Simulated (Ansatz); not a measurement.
## Electronic structure of C₆H₁₆F₂HfN₂ in real space

Input file:

```
crystal:
  periodic: [false, false, false]
  atoms:
    - {symbol: C, position_ang: [-1.525783, -2.447758, -0.105006]}
    - {symbol: C, position_ang: [-2.387440, -1.352821, 0.492213]}
    - {symbol: N, position_ang: [-1.965582, -0.034807, 0.076705]}
    - {symbol: C, position_ang: [-2.762472, 1.016227, 0.671883]}
    - {symbol: Hf, position_ang: [-0.437984, 0.402159, -1.185470]}
    - {symbol: F, position_ang: [-0.593839, 2.236792, -1.755638]}
    - {symbol: F, position_ang: [-0.293277, -0.781979, -2.706097]}
    - {symbol: N, position_ang: [1.260077, 0.229747, -0.100055]}
    - {symbol: C, position_ang: [1.510706, -0.148227, 1.266597]}
    - {symbol: C, position_ang: [2.454967, 0.519207, -0.873146]}
    - {symbol: C, position_ang: [3.193588, 1.780204, -0.451942]}
    - {symbol: H, position_ang: [-0.474467, -2.326818, 0.180213]}
    - {symbol: H, position_ang: [-1.845648, -3.428066, 0.251876]}
    - {symbol: H, position_ang: [-1.586463, -2.458915, -1.196770]}
    - {symbol: H, position_ang: [-2.352411, -1.417547, 1.591447]}
    - {symbol: H, position_ang: [-3.439482, -1.519444, 0.212769]}
    - {symbol: H, position_ang: [-2.700489, 0.994568, 1.768931]}
    - {symbol: H, position_ang: [-3.823067, 0.924277, 0.399167]}
    - {symbol: H, position_ang: [-2.424506, 2.002958, 0.341128]}
    - {symbol: H, position_ang: [1.954841, 0.663646, 1.856904]}
    - {symbol: H, position_ang: [0.575867, -0.429298, 1.755778]}
    - {symbol: H, position_ang: [2.195005, -1.008043, 1.325766]}
    - {symbol: H, position_ang: [3.138885, -0.343258, -0.839900]}
    - {symbol: H, position_ang: [2.176644, 0.620048, -1.935453]}
    - {symbol: H, position_ang: [2.534152, 2.649162, -0.512596]}
    - {symbol: H, position_ang: [3.563647, 1.703072, 0.572426]}
    - {symbol: H, position_ang: [4.054551, 1.954933, -1.101753]}
basis:
  gaussian: {orbitals: def2-TZVPP}
hamiltonian: {xc: pbe0, dispersion: d4}
output: {orbitals: {seedname: orbitals}}
```

Launched as:

```sh
ansatz run in.yaml --threads 11 --pin off --events-out ev --progress --plain --max-ram 174080MiB --backend cuda --devices 0, --max-vram 75GiB
```

Geometry: PBE0-D4/def2-TZVP; core potentials replace the inner electrons of Hf.

Level of theory: RKS PBE0-D4/def2-TZVPP in Ansatz 0.2.0.

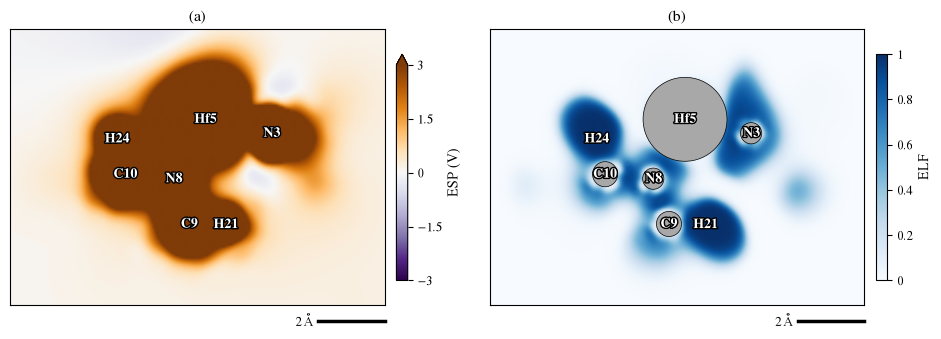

Figure 1. (a) molecular electrostatic potential; (b) ELF on the plane of atoms Hf5, N8 and C10. Grey discs cover the atomic cores in the ELF map.

### Read the bonding off the picture.

The section cuts through N, Hf, C and H sites.
C–N (1.44 Å): the ELF peaks at about 0.90 between the atoms: a shared electron pair.
Hf–N (2.02 Å): the ELF peaks at about 0.90 in the valence shell of N, 0.6 Å from its nucleus, and is about 0.30 at the midpoint.
C–Hf (2.91 Å): the ELF is about 0.35 at the midpoint.
C–H (1.09 Å): the ELF climbs to about 1 towards the hydrogen, as it does in any bond to H (a covalent bond by its length).
Outside the dense part of the molecule the potential is most negative (−0.3 V) near F7, which lies off the plane.

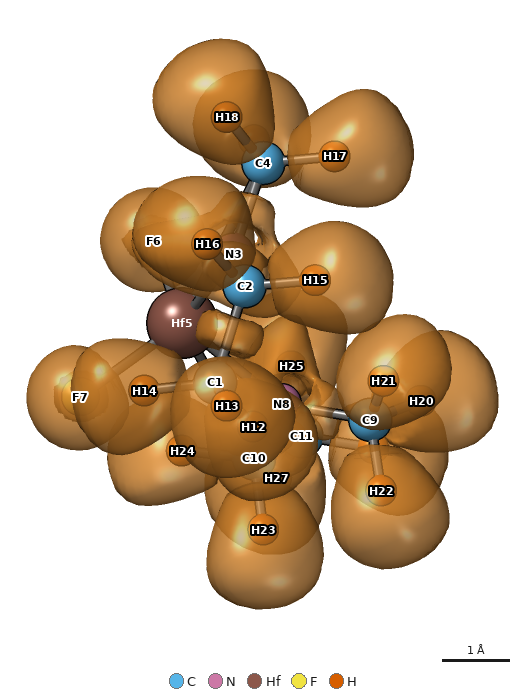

Figure 2. Isosurface of the electron localisation function at 0.75 (orange), seen at an oblique angle. Core shells and regions of very low density are left out.

### Identify the bonds, lone pairs and shells in this picture.

The ELF exceeds this value in two regions between bonded C–C atoms (shared pairs), 16 regions around hydrogen nuclei, two regions on N in which the atom's valence shell and bonds are merged and two regions wrapped around F (the valence shell of each). Profiles from the grid: C–C (1.52 Å): the ELF peaks at about 0.95 between the atoms; a shared electron pair.

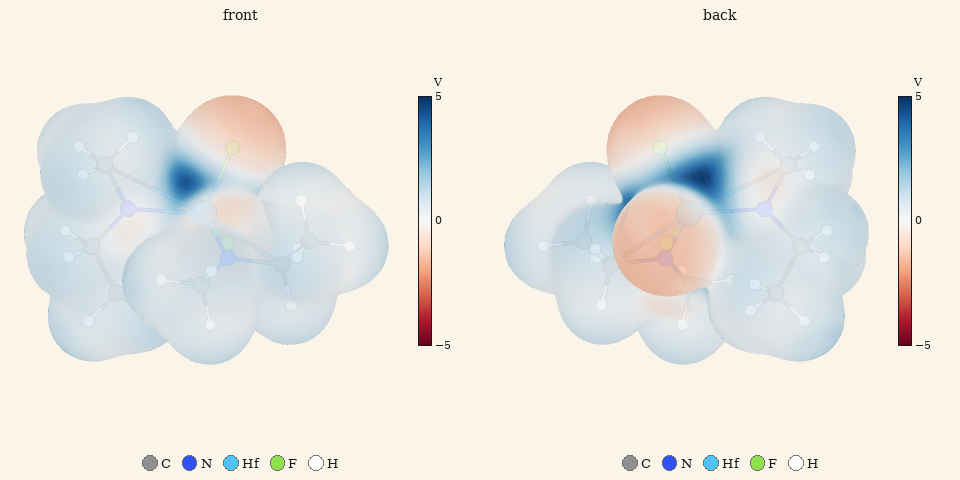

Figure 3. The molecular electrostatic potential painted on the density surface at 0.004 e/bohr³, seen from the front and from behind; red is negative and blue positive.

### Which sites attract a positive test charge, and which a negative one?

A positive charge is drawn to the negative regions and a negative charge to the positive ones. The most negative region (about −1.5 V) lies over F6 and F7, the most positive (about +4.3 V) over Hf5.

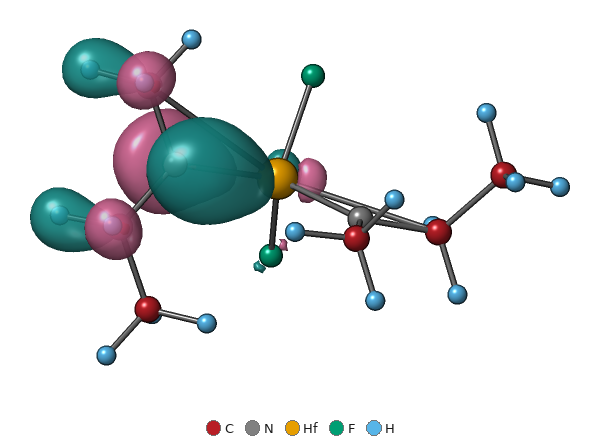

Figure 4. The HOMO−1 at ±0.15 Å⁻³ᐟ² (teal and pink are the two phases), seen across its widest extent.

### Where does this orbital lie, and at what energy?

Its weight (Hirshfeld) is mainly on N3 (about 50 %), Hf5 (about 15 %), C2 (about 10 %) and C4 (about 10 %). Its energy is −6.63 eV.
